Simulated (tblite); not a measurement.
# C5H14AlN: the cost of one run

Programs: tblite 0.8.0 and PySCF 2.14.0, with density-fitted response routines of our own. Each step states its level of theory. These are calculated values for one molecule in the gas phase, unless marked as measured. Atoms are numbered from 0 throughout.

**1. The molecule as given**

21 atoms, charge 0, multiplicity 1; geometry from: force field or distance geometry start.

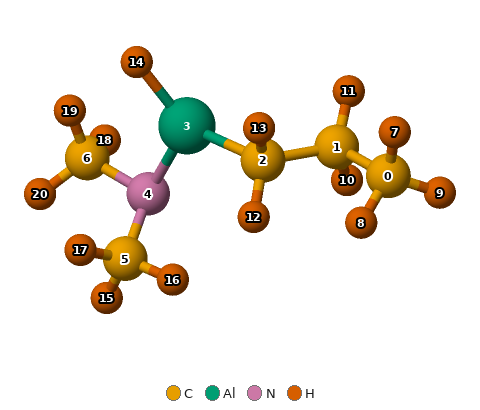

The starting geometry (carbon amber, aluminium teal, nitrogen pink, hydrogen orange), atoms numbered.

**2. Relaxing the molecule with GFN2-xTB**

The job: settings as JSON, then the geometry in Å.

```
{"job": {"kind": "relax", "xc": "GFN2-xTB", "basis": "xTB"}, "charge": 0, "multiplicity": 1}
C      3.517700    -0.136600     0.234600
C      2.180100    -0.454300    -0.455300
C      1.233200     0.618300    -0.021300
Al    -0.589300     0.386200    -0.825300
N     -1.903900    -0.588700     0.194700
C     -2.014700    -0.077400     1.538100
C     -3.171700    -0.426800    -0.520900
H      4.025900     0.596800    -0.413900
H      3.257200     0.314200     1.214600
H      4.131100    -1.025900     0.398600
H      1.861000    -1.454500    -0.053100
H      2.308900    -0.551200    -1.533200
H      1.181400     0.744600     1.087700
H      1.672800     1.587800    -0.403300
H     -1.096100     1.516500    -1.827300
H     -2.729000    -0.706000     2.118300
H     -0.985800    -0.120200     1.986100
H     -2.376300     0.974500     1.580100
H     -3.364400    -1.363600    -1.067100
H     -3.123100     0.408300    -1.244100
H     -4.024100    -0.225000     0.166300
```

On the command line:

```sh
$ OMP_NUM_THREADS=1 python probes_run.py task.json out
```

This one command runs all jobs of the session in turn.

Q: Estimate the wall time and peak memory of this first job on 1 thread of Arm Neoverse V1, shared host.

About 1.3 s, with a peak of 0.18 GiB.
